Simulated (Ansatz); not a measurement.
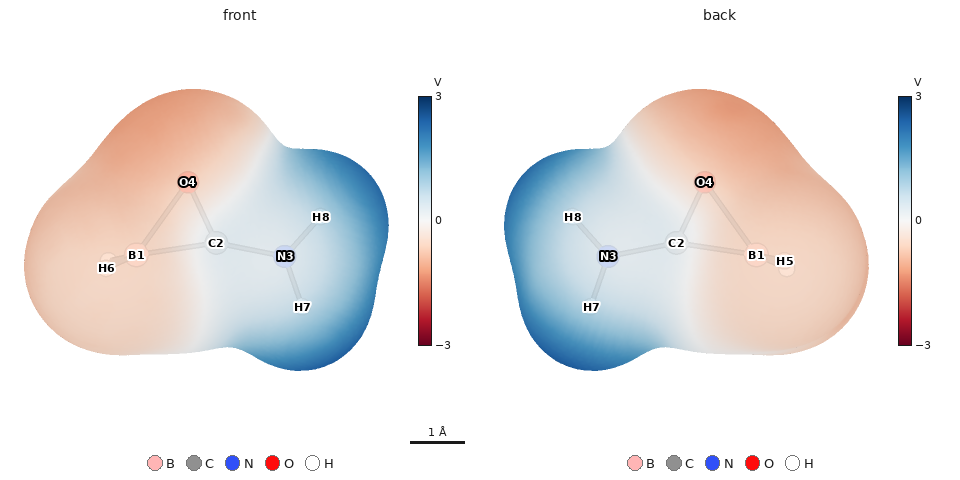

The picture shows: CH$_{4}$BNO. The electrostatic potential painted on the density surface at 0.001 e/bohr³, seen from the front and from behind; red is negative and blue positive.

Geometry: PBE0-D4/def2-TZVP.

Computed with Ansatz 0.2.0, RKS PBE0-D4/def2-TZVPP.

```
atom    x (Å)    y (Å)    z (Å)
   B  -0.9676   0.8809  -0.2813
   C   0.1849  -0.0846  -0.0442
   N   0.9000  -1.0453   0.4914
   O   0.5137   0.6237  -1.0325
   H  -1.8951   0.5096  -0.9377
   H  -1.0007   1.8944   0.3517
   H   0.5501  -1.5555   1.2817
   H   1.8067  -1.2805   0.1150
```

Q: Describe the electrostatic potential map.

A: The most negative region (about −1.2 V) lies over O4, the most positive (about +2.4 V) over H7. O4 is the likeliest acceptor of a hydrogen bond.
